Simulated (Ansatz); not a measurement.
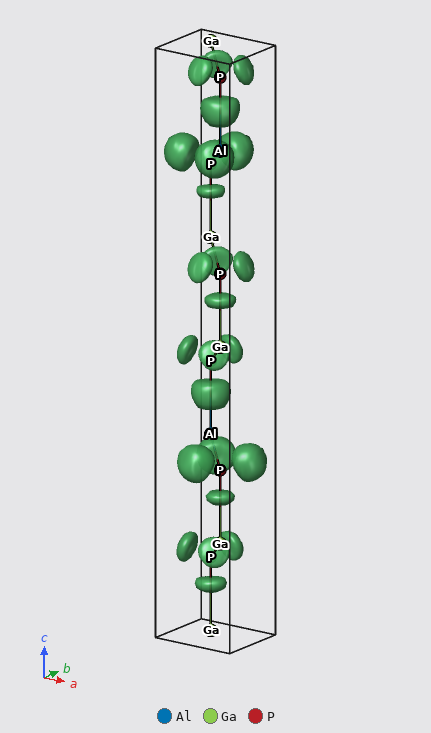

Figure 1: AlGa2P3. Isosurface of the ELF at 0.85 (green), seen slightly off an axis. Core shells and regions of very low density are left out. Sticks mark near contacts.

Space group P6₃mc; a structure generated by program, which may or may not match a known phase; computed pressure about −2 GPa in this cell.

Computed with DFT r2SCAN, scalar-relativistic, plane waves, PAW in Ansatz.

The calculation's input:

```
crystal:
  lattice:
    - [3.8831226976, 2.89e-08, 0.0]
    - [-1.9415613738, 3.3628828877, 0.0]
    - [0.0, 0.0, 19.1776966]
  atoms:
    - { symbol: Al, position: [0.6666666667, 0.3333333333, 0.832996] }
    - { symbol: Al, position: [0.3333333333, 0.6666666667, 0.332996] }
    - { symbol: Ga, position: [0.6666666667, 0.3333333333, 0.166781] }
    - { symbol: Ga, position: [0.6666666667, 0.3333333333, 0.500074] }
    - { symbol: Ga, position: [0.3333333333, 0.6666666667, 7.4e-05] }
    - { symbol: Ga, position: [0.3333333333, 0.6666666667, 0.666781] }
    - { symbol: P, position: [0.6666666667, 0.3333333333, 0.291607] }
    - { symbol: P, position: [0.6666666667, 0.3333333333, 0.624788] }
    - { symbol: P, position: [0.6666666667, 0.3333333333, 0.957754] }
    - { symbol: P, position: [0.3333333333, 0.6666666667, 0.124788] }
    - { symbol: P, position: [0.3333333333, 0.6666666667, 0.457754] }
    - { symbol: P, position: [0.3333333333, 0.6666666667, 0.791607] }
basis:
  ecutwfc: 500
kpoints:
  mp_grid: { grid: [12, 12, 2] }
  band_path:
    path:
      - [[0.0, 0.0, 0.0], [0.5, 0.0, 0.0], [0.33333333, 0.33333333, 0.0], [0.0, 0.0, 0.0], [0.0, 0.0, 0.5], [0.5, 0.0, 0.5], [0.33333333, 0.33333333, 0.5], [0.0, 0.0, 0.5]]
      - [[0.5, 0.0, 0.5], [0.5, 0.0, 0.0]]
      - [[0.33333333, 0.33333333, 0.5], [0.33333333, 0.33333333, 0.0]]
    npoints: 10
hamiltonian:
  xc: r2scan
scf:
  occupations: { method: gaussian, width: 0.02 }
  n_extra_bands: 30
output:
  forces: true
  stress: true
  eigenvalues: true
  populations: true
  dos: { projected: true, de: 0.02, nscf_kmesh: { grid: [18, 18, 3] } }
  bader: false
  write_density: true
  write_potential: true
  elf: true
  volumetric_format: npy
```

Command:

```sh
ansatz run input.yaml --threads 4 --pin off --max-ram 8192MiB --backend cpu --events-out ev --progress --plain --runs-dir out
```

Below, planes, directions and counts refer to the conventional cell (a = 3.88 Å, b = 3.88 Å, c = 19.18 Å, α = 90.00°, β = 90.00°, γ = 120.00°).

> Identify the bonds, lone pairs and shells in this picture.

At this value the surface marks out eight regions between bonded Al–P atoms (shared pairs) and 16 lobes of the valence shell of P pointing towards Ga (polar bonds), counted in one cell of 12 atoms. Regions shared between cells count once.

Values along the shortest contacts:
Al–P (2.38 Å): the ELF peaks at about 0.95 between the atoms; localised, covalent bonding. Ga–P (2.38 Å): the ELF peaks at about 0.90 in the valence shell of P, 0.9 Å from its nucleus, and is about 0.80 at the midpoint.
